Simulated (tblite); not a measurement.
**Run report: C₄H₅F₂O₃, geometry relaxation**

The run: geometry relaxation of C₄H₅F₂O₃, multiplicity 2, SMILES FC(F)O[C]1OCCO1. Method and program: GFN2-xTB geometry optimisation, gas phase (tblite 0.8.0).

It belongs to a series of runs on one base structure; here: H removed from sp3 C.

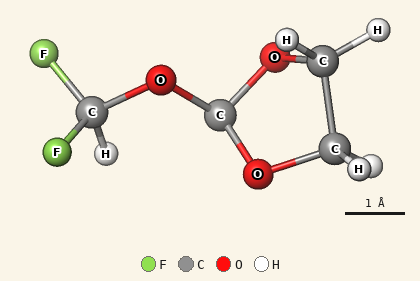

**Figure 1.** The structure as given in the input (ball-and-stick view, seen on its broad side).

## Key numbers

- outcome: converged
- total energy: −890.4201 eV
- hardware: 1 CPU thread, shared host
- peak memory: 0.18 GiB

## Input
```
{"job": {"kind": "relax", "xc": "GFN2-xTB", "basis": "xTB"}, "charge": 0, "multiplicity": 2}
F      2.776900    -0.901900    -1.330400
C      2.421700    -0.047100    -0.295900
F      3.302600     1.019700    -0.189800
O      1.136900     0.423100    -0.590500
C      0.354600    -0.025700     0.514600
O     -0.520900     1.009200     0.849200
C     -1.574200     0.760800    -0.030600
C     -1.736000    -0.719900     0.244900
O     -0.402900    -1.129200     0.190300
H      2.404400    -0.601700     0.689100
H     -2.490600     1.317800     0.219800
H     -1.188600     0.975100    -1.043900
H     -2.124600    -0.858100     1.280400
H     -2.360000    -1.222600    -0.529500
```

The first line tells a small driver script what to run in tblite; the rest is the geometry in Å.

Launch command:
```bash
OMP_NUM_THREADS=1 python <driver script> task.json out
```

## Log
```
step      E/eV     max force
  0    -889.43881    3.065
  1    -889.77730    1.052
  2    -889.87266    0.600
  3    -889.91895    0.713
  4    -889.98691    0.880
  5    -890.05190    0.711
  6    -890.10820    0.589
  7    -890.15446    0.546
  8    -890.19072    0.543
  9    -890.21642    0.415
 10    -890.23689    0.318
 11    -890.25474    0.357
 12    -890.27463    0.519
 13    -890.29261    0.446
 14    -890.30250    0.296
 15    -890.30796    0.259
 16    -890.31285    0.290
 17    -890.31766    0.291
 18    -890.32231    0.212
 19    -890.32660    0.200
 20    -890.33101    0.246
 21    -890.33669    0.324
 22    -890.34438    0.338
 23    -890.35294    0.269
 24    -890.36060    0.230
 25    -890.36732    0.221
 26    -890.37309    0.188
 27    -890.37747    0.148
 28    -890.38069    0.126
 29    -890.38291    0.132
 30    -890.38482    0.126
 31    -890.38694    0.185
 32    -890.38981    0.171
 33    -890.39303    0.096
 34    -890.39400    0.062
 35    -890.39441    0.056
 36    -890.39480    0.044
 37    -890.39507    0.039
 38    -890.39526    0.038
 39    -890.39541    0.034
 40    -890.39558    0.034
 41    -890.39575    0.033
 42    -890.39590    0.034
 43    -890.39603    0.029
 44    -890.39616    0.028
 45    -890.39627    0.026
 46    -890.39637    0.030
 47    -890.39645    0.028
 48    -890.39655    0.033
 49    -890.39668    0.038
 50    -890.39686    0.041
 51    -890.39710    0.042
 52    -890.39750    0.061
 53    -890.39816    0.078
 54    -890.39926    0.093
 55    -890.40083    0.110
 56    -890.40296    0.135
 57    -890.40530    0.158
 58    -890.40608    0.232
 59    -890.40901    0.149
 60    -890.40231    0.321
 61    -890.40997    0.068
 62    -890.40526    0.370
 63    -890.41114    0.060
 64    -890.41166    0.059
 65    -890.41261    0.122
 66    -890.41309    0.067
 67    -890.41371    0.031
 68    -890.41413    0.027
 69    -890.41448    0.038
 70    -890.41470    0.042
 71    -890.41491    0.037
 72    -890.41505    0.031
 73    -890.41521    0.034
 74    -890.41539    0.032
 75    -890.41559    0.042
 76    -890.41577    0.043
 77    -890.41594    0.039
 78    -890.41610    0.048
 79    -890.41623    0.042
 80    -890.41641    0.036
 81    -890.41664    0.040
 82    -890.41684    0.040
 83    -890.41728    0.052
 84    -890.41779    0.065
 85    -890.41843    0.063
 86    -890.41895    0.054
 87    -890.41933    0.059
 88    -890.41962    0.040
 89    -890.41989    0.014
 90    -890.41998    0.011
 91    -890.41999    0.014
 92    -890.42002    0.016
 93    -890.42004    0.013
 94    -890.42005    0.008
```

## Trajectory as extended XYZ (Å, eV, eV/Å), 8 of the 95 frames kept, from step=0 to step=94
```
14
Properties=species:S:1:pos:R:3:forces:R:3 step=0 energy=-889.43881
F     2.7769   -0.9019   -1.3304    0.2670   1.2100   1.2900
C     2.4217   -0.0471   -0.2959   -0.2160   0.3540  -1.0020
F     3.3026    1.0197   -0.1898   -0.8190  -1.5370  -0.5200
O     1.1369    0.4231   -0.5905    1.8230  -1.2650   2.1150
C     0.3546   -0.0257    0.5146   -2.0610   1.5280  -1.3940
O    -0.5209    1.0092    0.8492    1.4220  -0.1070   0.4880
C    -1.5742    0.7608   -0.0306   -1.2430   0.4130   0.0070
C    -1.7360   -0.7199    0.2449   -1.2870  -0.2670  -0.5680
O    -0.4029   -1.1292    0.1903    1.1220  -0.4540   0.3560
H     2.4044   -0.6017    0.6891    0.4780   0.2750  -0.8750
H    -2.4906    1.3178    0.2198    0.5450   0.1360  -0.0490
H    -1.1886    0.9751   -1.0439   -0.5590  -0.1190   0.0910
H    -2.1246   -0.8581    1.2804   -0.0410  -0.1320  -0.5890
H    -2.3600   -1.2226   -0.5295    0.5690  -0.0360   0.6510
14
Properties=species:S:1:pos:R:3:forces:R:3 step=13 energy=-890.29261
F     2.8985   -0.8687   -1.3212    0.1120   0.0030  -0.0830
C     2.5692   -0.1078   -0.2601   -0.1240   0.0060  -0.0260
F     3.4286    0.9291   -0.2549    0.0360   0.0480  -0.1190
O     1.3073    0.3447   -0.4105   -0.0610   0.1420  -0.2100
C     0.2855    0.0805    0.4979    0.0140   0.0520   0.2010
O    -0.5408    1.1415    0.6687    0.0940  -0.0650  -0.1650
C    -1.7440    0.7992   -0.0200   -0.0500   0.0250  -0.0130
C    -1.8142   -0.7110    0.2375    0.0180  -0.0370  -0.0940
O    -0.4334   -1.0682    0.2857    0.1700   0.0440   0.0800
H     2.7597   -0.6915    0.6435   -0.0680  -0.2500   0.3630
H    -2.5561    1.4032    0.3716   -0.0700  -0.0980   0.1240
H    -1.5998    1.0044   -1.0908   -0.0830  -0.0180   0.0750
H    -2.2905   -0.9673    1.1941    0.0840   0.1110  -0.0600
H    -2.2705   -1.2884   -0.5636   -0.0720   0.0380  -0.0740
14
Properties=species:S:1:pos:R:3:forces:R:3 step=27 energy=-890.37747
F     2.9643   -0.9642   -1.2456   -0.0340  -0.0230  -0.0490
C     2.5622   -0.1558   -0.2482    0.0680  -0.0180   0.0470
F     3.4802    0.8317   -0.1950    0.0460   0.0160   0.0160
O     1.3460    0.3641   -0.5323   -0.0020  -0.0440   0.1280
C     0.3231    0.2032    0.4118   -0.0890   0.0220  -0.1060
O    -0.5280    1.2467    0.4706   -0.0820   0.1190  -0.0310
C    -1.8081    0.8103   -0.0001    0.0640   0.0140   0.0390
C    -1.7441   -0.7096    0.2139    0.0880  -0.0400   0.0070
O    -0.3480   -0.9840    0.3514   -0.0370  -0.0270   0.0110
H     2.6194   -0.7288    0.6980   -0.0940   0.0610  -0.0420
H    -2.5900    1.2860    0.5925    0.0930   0.0580   0.0080
H    -1.9074    1.1016   -1.0527   -0.0130  -0.1150   0.0320
H    -2.2541   -1.0034    1.1382    0.0500  -0.0640  -0.0400
H    -2.1162   -1.2982   -0.6246   -0.0570   0.0410  -0.0210
14
Properties=species:S:1:pos:R:3:forces:R:3 step=40 energy=-890.39558
F     2.9581   -1.0201   -1.2005   -0.0250   0.0210  -0.0100
C     2.5586   -0.1772   -0.2304   -0.0030  -0.0010   0.0130
F     3.5274    0.7578   -0.1398    0.0090  -0.0220  -0.0020
O     1.3829    0.4026   -0.5716    0.0030  -0.0050   0.0020
C     0.3315    0.2850    0.3430    0.0250   0.0130   0.0130
O    -0.5390    1.3161    0.3099    0.0000  -0.0190  -0.0040
C    -1.8396    0.8108    0.0227    0.0000  -0.0010  -0.0030
C    -1.7008   -0.7121    0.2071   -0.0060   0.0130  -0.0110
O    -0.3022   -0.9252    0.3721   -0.0100   0.0300  -0.0010
H     2.5230   -0.7372    0.7215    0.0030   0.0040   0.0050
H    -2.5436    1.2706    0.7179   -0.0060  -0.0110   0.0030
H    -2.1050    1.0790   -1.0049    0.0010   0.0010  -0.0030
H    -2.2147   -1.0799    1.1001    0.0130   0.0040  -0.0070
H    -2.0371   -1.2706   -0.6691   -0.0040  -0.0260   0.0060
14
Properties=species:S:1:pos:R:3:forces:R:3 step=54 energy=-890.39926
F     2.8568   -1.0163   -1.2337   -0.0120   0.0080   0.0010
C     2.5466   -0.1770   -0.2248   -0.0240  -0.0040  -0.0480
F     3.5802    0.6851   -0.1437   -0.0320  -0.0460   0.0270
O     1.4069    0.4950   -0.5130   -0.0090  -0.0750   0.0080
C     0.3341    0.3318    0.3709   -0.0590   0.0100   0.0370
O    -0.5631    1.3374    0.3086   -0.0140   0.0730   0.0560
C    -1.8471    0.7999    0.0058   -0.0030   0.0340  -0.0070
C    -1.6766   -0.7165    0.2062    0.0120  -0.0070  -0.0040
O    -0.2736   -0.8944    0.3833    0.0500  -0.0220  -0.0530
H     2.4974   -0.7688    0.7073    0.0180   0.0370   0.0060
H    -2.5725    1.2428    0.6922    0.0190  -0.0010  -0.0430
H    -2.0979    1.0659   -1.0267   -0.0310  -0.0510   0.0190
H    -2.1885   -1.0823    1.1015    0.0330   0.0150   0.0230
H    -2.0032   -1.3031   -0.6560    0.0540   0.0290  -0.0230
14
Properties=species:S:1:pos:R:3:forces:R:3 step=67 energy=-890.41371
F     2.5714   -0.9663   -1.3211   -0.0170   0.0040   0.0210
C     2.4768   -0.1780   -0.2273   -0.0070   0.0080   0.0020
F     3.6316    0.5073   -0.1761    0.0010   0.0160  -0.0100
O     1.4421    0.6846   -0.3494   -0.0080  -0.0030   0.0150
C     0.3331    0.4257    0.4681   -0.0030  -0.0020   0.0010
O    -0.6228    1.3770    0.4190    0.0050   0.0070  -0.0300
C    -1.8339    0.7744   -0.0365    0.0090   0.0150  -0.0010
C    -1.6015   -0.7232    0.2158   -0.0060  -0.0040  -0.0020
O    -0.1905   -0.8369    0.3605    0.0040   0.0020   0.0250
H     2.4121   -0.8319    0.6612   -0.0020  -0.0190  -0.0240
H    -2.6598    1.1918    0.5398    0.0110  -0.0060  -0.0140
H    -1.9693    0.9936   -1.1018    0.0180   0.0130   0.0190
H    -2.0755   -1.0643    1.1422   -0.0020  -0.0190  -0.0030
H    -1.9143   -1.3543   -0.6167   -0.0030  -0.0130  -0.0010
14
Properties=species:S:1:pos:R:3:forces:R:3 step=81 energy=-890.41664
F     2.3880   -0.9040   -1.3644   -0.0070  -0.0230  -0.0200
C     2.4371   -0.1754   -0.2251    0.0050  -0.0160   0.0160
F     3.6396    0.4183   -0.2272    0.0160   0.0230   0.0000
O     1.4729    0.7700   -0.2185   -0.0320   0.0070  -0.0230
C     0.3309    0.4697    0.5376   -0.0110   0.0090   0.0220
O    -0.6471    1.3960    0.4426   -0.0160   0.0110   0.0040
C    -1.8178    0.7589   -0.0680    0.0020  -0.0010  -0.0040
C    -1.5625   -0.7282    0.2204    0.0070   0.0030   0.0050
O    -0.1520   -0.8064    0.3948    0.0060  -0.0010   0.0080
H     2.3837   -0.8784    0.6252    0.0040  -0.0170   0.0000
H    -2.6835    1.1639    0.4561    0.0130  -0.0050  -0.0150
H    -1.8979    0.9597   -1.1425    0.0050   0.0050   0.0130
H    -2.0454   -1.0566    1.1474   -0.0090  -0.0100  -0.0120
H    -1.8467   -1.3880   -0.6005    0.0170   0.0150   0.0060
14
Properties=species:S:1:pos:R:3:forces:R:3 step=94 energy=-890.42005
F     2.2773   -0.8831   -1.3959   -0.0030  -0.0030   0.0000
C     2.3978   -0.1836   -0.2410    0.0000   0.0010   0.0020
F     3.6178    0.3716   -0.2783    0.0010   0.0000  -0.0040
O     1.4681    0.7937   -0.1755   -0.0050   0.0050   0.0000
C     0.3308    0.5155    0.6016    0.0010  -0.0030   0.0000
O    -0.6589    1.4200    0.4622    0.0030   0.0020   0.0020
C    -1.7990    0.7520   -0.0812    0.0030  -0.0010  -0.0010
C    -1.5266   -0.7281    0.2296   -0.0020  -0.0070  -0.0030
O    -0.1318   -0.7694    0.5255   -0.0080   0.0000   0.0000
H     2.3547   -0.9080    0.5916    0.0010   0.0030   0.0050
H    -2.6903    1.1445    0.4069    0.0020   0.0050   0.0060
H    -1.8452    0.9426   -1.1588    0.0010   0.0010  -0.0040
H    -2.0768   -1.0795    1.1083    0.0030   0.0000  -0.0030
H    -1.7186   -1.3886   -0.6171    0.0030  -0.0020   0.0000
```

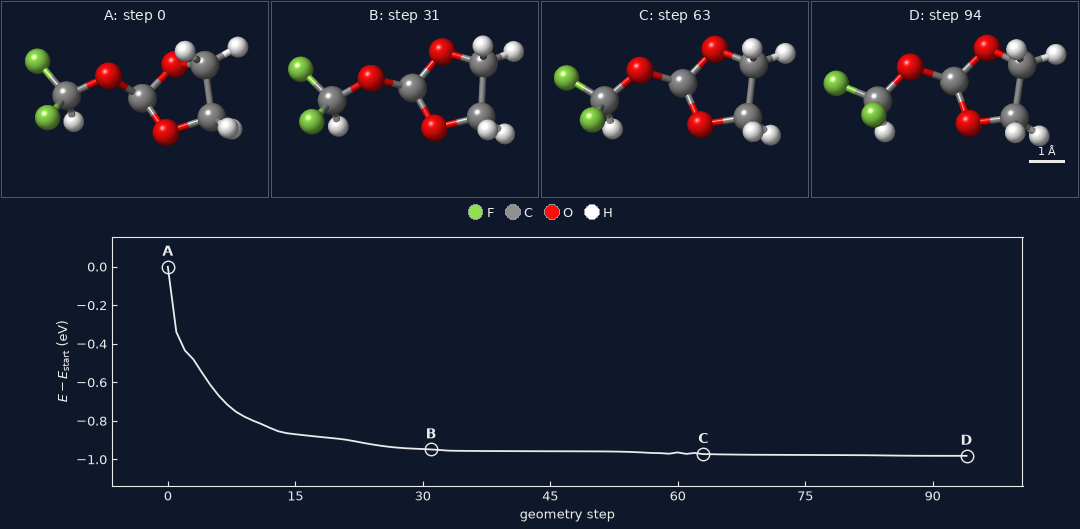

**Figure 2.** Frames of the relaxation (ball-and-stick view, seen on its broad side) above the curves, on which the letters mark them (steps are counted from 0).

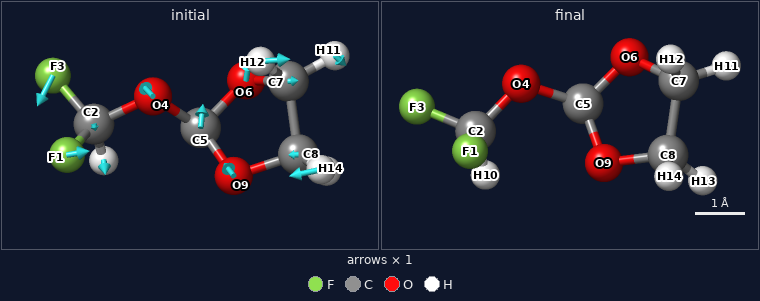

**Figure 3.** Before (left) and after (right) the relaxation, at one scale (ball-and-stick view, seen on its broad side). The teal arrows give the displacements, at true length. The atom that moves furthest after the best rigid fit is F3 (0.72 Å). Largest moves by element: F 0.72 Å, H 0.67 Å, O 0.67 Å, C 0.54 Å. Among the contacts that change: C2–O4 1.399 → 1.350 Å, C2–F3 1.388 → 1.341 Å, O6–C7 1.395 → 1.429 Å, F1–C2 1.388 → 1.356 Å. Among the angles that change: C2–O4–C5 103.6° → 116.1°, C5–O6–C7 101.0° → 108.1°, O4–C5–O6 107.2° → 113.8°. After 94 geometry steps the energy has fallen by 0.981 eV. Largest force component: 2.1 eV/Å at the start, 0.008 eV/Å at the end. (Atoms are counted from 1 in the order of the input.)
